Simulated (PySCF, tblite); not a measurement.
# C₄HF₃O₃S: excited states

What do calculations give for the excited states of C₄HF₃O₃S (`O=c1cc1S(=O)(=O)C(F)(F)F`)?

Computed with tblite 0.8.0 and PySCF 2.14.0 and routines of our own; the level stands in each step. Atoms count from 0.

### Step 1. The starting structure

12 atoms, charge 0, multiplicity 1; geometry from: force field or distance geometry start.

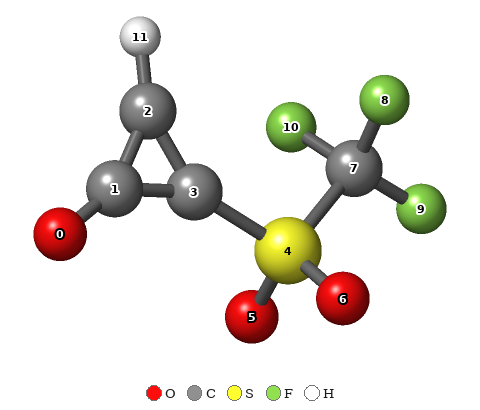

The starting geometry (oxygen red, carbon grey, sulfur yellow, fluorine green, hydrogen white).

### Step 2. Geometry optimisation with GFN2-xTB

What the job is given:

```
{"job": {"kind": "relax", "xc": "GFN2-xTB", "basis": "xTB"}, "charge": 0, "multiplicity": 1}
O     -3.063200    -1.440200     0.918200
C     -2.261100    -0.599600     0.457500
C     -1.901200     0.585800    -0.122000
C     -0.921600    -0.307000     0.231800
S      0.791700    -0.701000     0.317500
O      1.060400    -1.866200    -0.632800
O      1.228100    -1.009700     1.696900
C      1.696100     0.681700    -0.401900
F      1.445300     1.831900     0.300900
F      3.017500     0.404500    -0.553600
F      1.122100     0.869900    -1.674800
H     -2.212800     1.549200    -0.563400
```

On the command line:

```bash
$ OMP_NUM_THREADS=1 python excited_run.py task.json out
```

One launch serves the whole session: the jobs run in the order shown.

The program printed:

```text
step      E/eV     max force
  0   -1048.10866    9.623
  1   -1047.70372   23.786
  2   -1048.99114    3.591
  3   -1049.10160    2.497
  4   -1049.19804    0.693
  5   -1049.21772    0.532
  6   -1049.22993    0.565
  7   -1049.24695    0.508
  8   -1049.25741    0.292
  9   -1049.26510    0.322
 10   -1049.27277    0.319
 11   -1049.27745    0.195
 12   -1049.28050    0.145
 13   -1049.28305    0.150
 14   -1049.28643    0.219
 15   -1049.28872    0.167
 16   -1049.29081    0.107
 17   -1049.29276    0.162
 18   -1049.29509    0.230
 19   -1049.29741    0.213
 20   -1049.29951    0.126
 21   -1049.30138    0.124
 22   -1049.30312    0.114
 23   -1049.30437    0.097
 24   -1049.30504    0.067
 25   -1049.30546    0.063
 26   -1049.30587    0.065
 27   -1049.30635    0.069
 28   -1049.30694    0.073
 29   -1049.30781    0.096
 30   -1049.30932    0.150
 31   -1049.31179    0.189
 32   -1049.31484    0.168
 33   -1049.31734    0.135
 34   -1049.31877    0.083
 35   -1049.31963    0.087
 36   -1049.32044    0.075
 37   -1049.32097    0.051
 38   -1049.32121    0.028
 39   -1049.32132    0.023
 40   -1049.32139    0.022
 41   -1049.32145    0.021
 42   -1049.32149    0.017
 43   -1049.32152    0.012
 44   -1049.32156    0.020
 45   -1049.32160    0.029
 46   -1049.32165    0.029
 47   -1049.32169    0.015
 48   -1049.32171    0.011
 49   -1049.32172    0.009
```

It took 0.55 s on 1 thread of Arm Neoverse N1, shared host; peak memory 0.18 GiB.

Step by step: (not every step is listed) (the energy doesn't fall at every step)

| step | energy from step 0 (eV) | largest force (eV/Å) |
| --- | --- | --- |
| 0 | 0.0000 | 9.6232 |
| 1 | 0.4049 | 23.7863 |
| 2 | -0.8825 | 3.5909 |
| 3 | -0.9929 | 2.4970 |
| 4 | -1.0894 | 0.6932 |
| 5 | -1.1091 | 0.5321 |
| 6 | -1.1213 | 0.5645 |
| 7 | -1.1383 | 0.5082 |
| 8 | -1.1487 | 0.2924 |
| 11 | -1.1688 | 0.1949 |
| 14 | -1.1778 | 0.2187 |
| 17 | -1.1841 | 0.1617 |
| 20 | -1.1908 | 0.1263 |
| 23 | -1.1957 | 0.0968 |
| 26 | -1.1972 | 0.0648 |
| 29 | -1.1991 | 0.0961 |
| 32 | -1.2062 | 0.1677 |
| 35 | -1.2110 | 0.0865 |
| 38 | -1.2125 | 0.0277 |
| 41 | -1.2128 | 0.0208 |
| 44 | -1.2129 | 0.0200 |
| 45 | -1.2129 | 0.0292 |
| 46 | -1.2130 | 0.0289 |
| 47 | -1.2130 | 0.0153 |
| 48 | -1.2130 | 0.0108 |
| 49 | -1.2131 | 0.0087 |

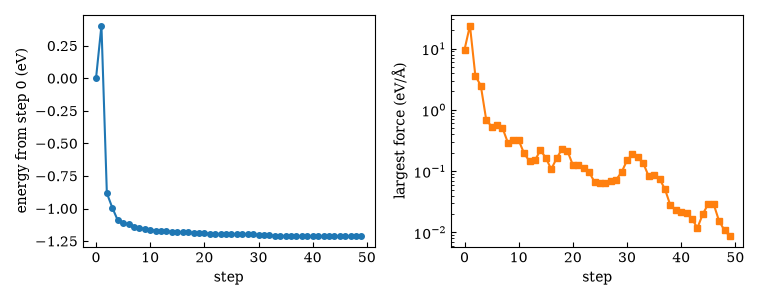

Energy and force, step by step.

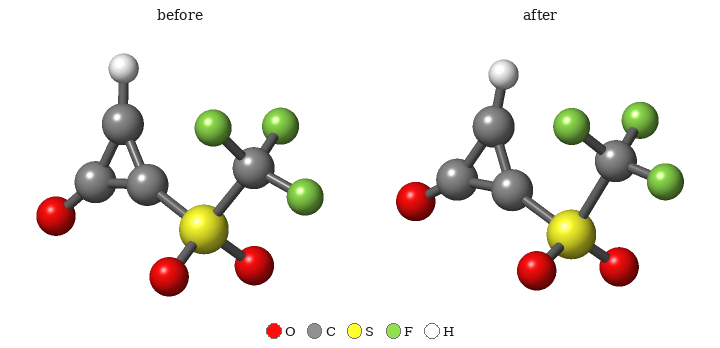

Before and after, at one scale.

Distances of close pairs at the start and the end, largest changes first:

| bond | before (Å) | after (Å) | change (Å) |
| --- | --- | --- | --- |
| S4–O5 | 1.527 | 1.422 | -0.106 |
| S4–C7 | 1.802 | 1.899 | +0.097 |
| C7–F10 | 1.409 | 1.332 | -0.077 |
| O0–C1 | 1.250 | 1.176 | -0.074 |
| C1–C3 | 1.390 | 1.456 | +0.066 |
| C1–C2 | 1.368 | 1.431 | +0.064 |
| S4–O6 | 1.479 | 1.421 | -0.058 |
| C7–F9 | 1.359 | 1.318 | -0.041 |

The final coordinates are the input of the step that follows.

### Step 3. Harmonic vibrations with GFN2-xTB

What the job is given:

```
{"job": {"kind": "ir", "xc": "GFN2-xTB", "basis": "xTB"}, "charge": 0, "multiplicity": 1}
O     -3.238909    -1.252215     0.866766
C     -2.327451    -0.615255     0.484129
C     -1.717491     0.534919    -0.110988
C     -0.894465    -0.460020     0.279120
S      0.839196    -0.864072     0.310970
O      1.091746    -1.929342    -0.595750
O      1.282491    -0.932891     1.659739
C      1.570386     0.714828    -0.450954
F      1.273472     1.755424     0.322887
F      2.878072     0.626664    -0.588647
F      1.011387     0.918354    -1.642323
H     -1.767236     1.502919    -0.560974
```

The program printed:

```text
mode    cm-1     km/mol
  1      22.4      6.64
  2      32.3      1.17
  3      64.3      3.22
  4      91.3      2.14
  5     125.3      5.15
  6     136.6      8.50
  7     220.8      1.79
  8     275.7      2.10
  9     300.2      4.65
 10     363.1     16.79
 11     392.1     10.80
 12     457.2     82.39
 13     471.7      2.70
 14     484.3    136.12
 15     511.0    164.10
 16     558.0     33.73
 17     563.7    101.50
 18     663.4      7.19
 19     763.6     27.08
 20     813.4     48.91
 21     974.5     99.28
 22    1019.0     15.99
 23    1065.3    167.09
 24    1105.9    215.56
 25    1138.2     38.12
 26    1170.5    400.52
 27    1316.6    511.92
 28    1621.8     54.74
 29    2103.8   1157.96
 30    3163.7      7.31
```

Run time: 0.7 s. Hardware: 1 thread of Arm Neoverse N1, shared host; peak memory 0.18 GiB.

Which atoms move in the most intense modes:

| cm⁻¹ | km/mol | atoms |
| --- | --- | --- |
| 484 | 136.1 | S4 27 %, C1 15 % |
| 511 | 164.1 | S4 24 %, C1 20 %, O6 12 %, O5 12 % |
| 564 | 101.5 | S4 42 %, C1 29 % |
| 1065 | 167.1 | C7 52 %, F10 12 %, F8 10 % |
| 1106 | 215.6 | C7 72 %, F8 14 %, F10 13 % |
| 1170 | 400.5 | C7 31 %, O6 21 %, O5 21 %, S4 14 % |
| 1317 | 511.9 | S4 44 %, O6 28 %, O5 28 % |
| 2104 | 1158.0 | C1 68 %, O0 25 % |

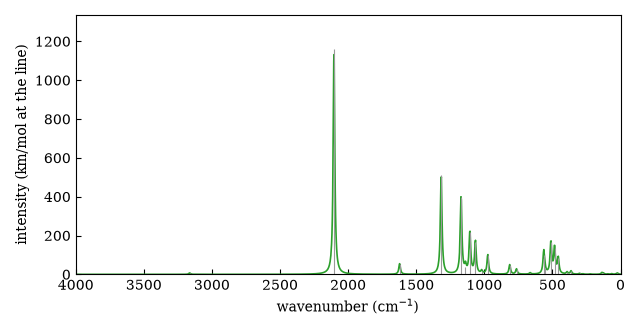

The infrared spectrum from these modes, unscaled. Lines are broadened to a width of 14 cm⁻¹ (Lorentzian).

### Step 4. Excited states: TDA PBE0/def2-SVP

Settings changed since step 3:

```diff
@@ -1,2 +1,2 @@
-{"job": {"kind": "ir", "xc": "GFN2-xTB", "basis": "xTB"}, "charge": 0, "multiplicity": 1}
+{"job": {"kind": "states", "xc": "PBE0", "basis": "def2-SVP", "tda": true, "soc": true, "nstates": 8, "ntriplets": 5, "nquad": 4}, "charge": 0, "multiplicity": 1}
 O     -3.238909    -1.252215     0.866766
```

Method: TDA PBE0/def2-SVP excited states, vertical, gas phase, spin-orbit mean-field couplings.

The program printed:

```text
coarse grid: 13104 points
cycle   1  E = -1074.0650701810  dE =  3.144e+00  |g| = 1.674e+00  |ddm| = 4.651e+00
cycle   2  E = -1070.7560307193  dE =  3.309e+00  |g| = 4.367e+00  |ddm| = 6.277e+00
cycle   3  E = -1074.5665467290  dE = -3.811e+00  |g| = 4.768e-01  |ddm| = 5.280e+00
cycle   4  E = -1074.5921235920  dE = -2.558e-02  |g| = 3.381e-01  |ddm| = 9.038e-01
cycle   5  E = -1074.6141815721  dE = -2.206e-02  |g| = 7.746e-02  |ddm| = 3.929e-01
cycle   6  E = -1074.6153394377  dE = -1.158e-03  |g| = 2.139e-02  |ddm| = 9.379e-02
cycle   7  E = -1074.6154256746  dE = -8.624e-05  |g| = 5.874e-03  |ddm| = 2.533e-02
cycle   8  E = -1074.6154321384  dE = -6.464e-06  |g| = 1.854e-03  |ddm| = 6.728e-03
final grid: 130392 points
cycle   9  E = -1074.7594807806  dE = -7.560e-06  |g| = 1.423e-02  |ddm| = 3.439e-02
cycle  10  E = -1074.7593681575  dE =  1.126e-04  |g| = 2.760e-02  |ddm| = 4.308e-02
cycle  11  E = -1074.7595207729  dE = -1.526e-04  |g| = 2.656e-03  |ddm| = 3.081e-02
cycle  12  E = -1074.7595222358  dE = -1.463e-06  |g| = 4.412e-04  |ddm| = 3.448e-03
cycle  13  E = -1074.7595222741  dE = -3.828e-08  |g| = 1.918e-04  |ddm| = 6.499e-04
cycle  14  E = -1074.7595222828  dE = -8.723e-09  |g| = 4.580e-05  |ddm| = 2.246e-04
cycle  15  E = -1074.7595222832  dE = -3.706e-10  |g| = 1.873e-05  |ddm| = 6.070e-05
converged SCF energy = -1074.7595222832

Singlet excitations
state   eV       nm        f     d(h-e)  d(exc)  Lambda  PR(NTO)  |dmu|/D   mu/D   main configurations
  1   3.9844   311.2   0.00066   1.129   2.742   0.476   1.007    2.269    3.543   H->L 0.99
  2   5.8733   211.1   0.00002   0.257   2.355   0.500   1.154    0.538    3.685   H->L+2 0.90
  3   6.0464   205.1   0.00101   1.584   3.082   0.395   1.175    4.555    5.241   H-2->L 0.89
  4   6.0891   203.6   0.01993   0.821   3.141   0.630   1.837    1.796    2.793   H-1->L 0.61, H->L+1 0.30
  5   6.4753   191.5   0.02603   1.680   3.305   0.501   1.352                     H-3->L 0.81, H->L+1 0.14
  6   6.8999   179.7   0.28626   0.833   3.293   0.560   2.139                     H->L+1 0.42, H-1->L 0.21, H-4->L 0.14
  7   7.0031   177.0   0.00612   1.531   3.003   0.501   1.110                     H-5->L 0.84
  8   7.1391   173.7   0.00788   1.115   3.039   0.487   1.235                     H-4->L 0.76

Triplet excitations (Tamm-Dancoff)
state   eV     d(h-e)  d(exc)  Lambda  PR(NTO)   main configurations
  1   3.5123   1.112   2.663   0.475   1.006   H->L 0.98
  2   4.4319   0.593   2.421   0.656   1.020   H-1->L 0.84
  3   5.4059   0.273   2.258   0.505   1.050   H->L+2 0.93
  4   5.6333   1.501   2.962   0.396   1.066   H-2->L 0.83, H-5->L 0.11
  5   5.7010   1.866   3.342   0.556   1.030   H->L+1 0.96
S1 - T1 = 0.4721 eV

Spin-orbit couplings |<S|Hso|T>| (cm-1)
             T1       T2       T3       T4       T5
S0        9.358    1.791   41.923   14.022   30.079
S1        0.642   23.293    0.141    1.046   11.366
S2        1.496    1.847    0.440    1.544   15.060
S3        7.503    9.773    2.657    9.958    6.096
S4       28.053    2.326   12.996   16.679    4.845
S5        8.827   13.399   10.135   29.839    5.154
S6       12.183    6.517   13.520    7.529   19.434
S7       24.061    3.480    4.780   31.656    2.811
S8       16.801    8.938    3.676   21.108    1.224
T1 sublevels (cm-1): 0.000 0.020 0.054   radiative rates (1/s): 0.748 46.7 88
```

It took 47 s on 1 thread of Arm Neoverse N1, shared host; peak memory 0.78 GiB.

From this job:

| quantity | value |
| --- | --- |
| S1 less T1 | 0.47 eV |

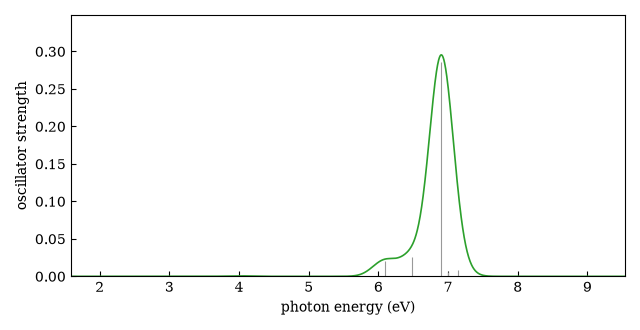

Absorption lines of the singlets. Lines are broadened to a width of 0.40 eV (Gaussian).

### Step 5. Excited states: TDDFT PBE0/def2-SVPD

Settings changed since step 4:

```diff
@@ -1,2 +1,2 @@
-{"job": {"kind": "states", "xc": "PBE0", "basis": "def2-SVP", "tda": true, "soc": true, "nstates": 8, "ntriplets": 5, "nquad": 4}, "charge": 0, "multiplicity": 1}
+{"job": {"kind": "states", "xc": "PBE0", "basis": "def2-SVPD", "tpa": true, "nstates": 6, "nquad": 5, "ntriplets": 0}, "charge": 0, "multiplicity": 1}
 O     -3.238909    -1.252215     0.866766
```

Level: TDDFT PBE0/def2-SVPD excited states, vertical, gas phase, two-photon moments by quadratic response.

The program printed:

```text
coarse grid: 13104 points
cycle   1  E = -1074.1830641045  dE =  3.116e+00  |g| = 1.577e+00  |ddm| = 5.912e+00
cycle   2  E = -1071.1264772858  dE =  3.057e+00  |g| = 4.198e+00  |ddm| = 7.614e+00
cycle   3  E = -1074.6280426628  dE = -3.502e+00  |g| = 4.591e-01  |ddm| = 6.857e+00
cycle   4  E = -1074.6519587311  dE = -2.392e-02  |g| = 3.275e-01  |ddm| = 1.093e+00
cycle   5  E = -1074.6727510796  dE = -2.079e-02  |g| = 7.269e-02  |ddm| = 4.484e-01
cycle   6  E = -1074.6737888033  dE = -1.038e-03  |g| = 2.035e-02  |ddm| = 1.314e-01
cycle   7  E = -1074.6738660019  dE = -7.720e-05  |g| = 5.731e-03  |ddm| = 3.425e-02
cycle   8  E = -1074.6738722270  dE = -6.225e-06  |g| = 1.863e-03  |ddm| = 9.262e-03
final grid: 130392 points
cycle   9  E = -1074.8178316098  dE = -1.360e-05  |g| = 1.413e-02  |ddm| = 1.159e-01
cycle  10  E = -1074.8177217138  dE =  1.099e-04  |g| = 2.741e-02  |ddm| = 4.588e-02
cycle  11  E = -1074.8178702432  dE = -1.485e-04  |g| = 2.671e-03  |ddm| = 3.190e-02
cycle  12  E = -1074.8178717032  dE = -1.460e-06  |g| = 4.582e-04  |ddm| = 4.360e-03
cycle  13  E = -1074.8178717427  dE = -3.942e-08  |g| = 2.100e-04  |ddm| = 1.120e-03
cycle  14  E = -1074.8178717530  dE = -1.036e-08  |g| = 4.841e-05  |ddm| = 4.081e-04
cycle  15  E = -1074.8178717534  dE = -4.161e-10  |g| = 1.959e-05  |ddm| = 8.921e-05
converged SCF energy = -1074.8178717534

Singlet excitations
state   eV       nm        f     d(h-e)  d(exc)  Lambda  PR(NTO)  |dmu|/D   mu/D   delta(TPA)   sigma/GM   main configurations
  1   3.9848   311.1   0.00009   1.166   2.771   0.474   1.009    2.522    3.670        0.64      0.004   H->L 0.99
  2   5.7396   216.0   0.00003   0.375   2.423   0.493   1.030    0.827    3.532        0.16      0.002   H->L+2 0.94
  3   5.9812   207.3   0.01173   1.206   3.172   0.619   2.038    2.968    4.081       97.88      1.283   H-1->L 0.57, H->L+1 0.40
  4   6.1728   200.9   0.00020   1.697   3.139   0.384   1.040    4.842    5.563        0.41      0.006   H-2->L 0.96
  5   6.4964   190.9   0.18969   0.745   3.422   0.550   2.120    1.543    2.781       46.51      0.719   H->L+1 0.41, H-1->L 0.28, H-3->L 0.25
  6   6.6953   185.2   0.07695   1.049   3.215   0.491   1.442                                            H-3->L 0.71, H->L+1 0.13, H-1->L 0.09
```

Run time: 2 min. Hardware: 1 thread of Arm Neoverse N1, shared host; peak memory 0.99 GiB.

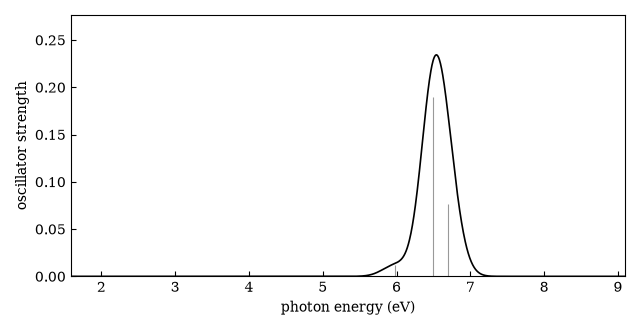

Absorption lines of the singlets. Lines are broadened to a width of 0.40 eV (Gaussian).

### Step 6. Results

```
                                 quantity                   value
strongest single infrared mode (GFN2-xTB)  2104 cm⁻¹, 1158 km/mol
             zero-point energy (GFN2-xTB)           31.4 kcal/mol
   S1 less T1 (step 4, TDA PBE0/def2-SVP)                 0.47 eV
```

**Reading.** All 30 modes are real, so the xTB geometry is a minimum. The strongest single mode, at 2104 cm⁻¹, moves mainly C1. Unscaled tight-binding wavenumbers are off by several per cent, some by more. Its intensities can rank the bands wrongly. In step 4, the number of triplets below S1 is 1, and the largest singlet-triplet spin-orbit coupling is S0–T3, 41.92 cm⁻¹.
